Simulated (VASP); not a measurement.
Band structure of Ni (space group P6_3/mmc). Calculation: LDA (Ceperley-Alder, Perdew-Zunger), VASP's LDA PAW potentials (set 64) (plane waves; VASP).

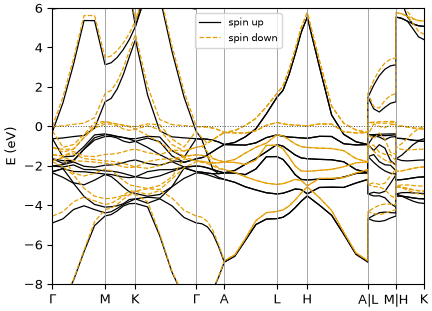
Figure. Bands along high-symmetry lines, zero at the valence-band maximum or, without a gap, the Fermi level

Task: Read the plot: is there a gap, and where are the band edges?

Result: It has no gap at this level: it comes out as a metal or semimetal.

The structure was generated: Ni was put into an ordered model structure, which need not be its known phase. The cell was not relaxed at this level.
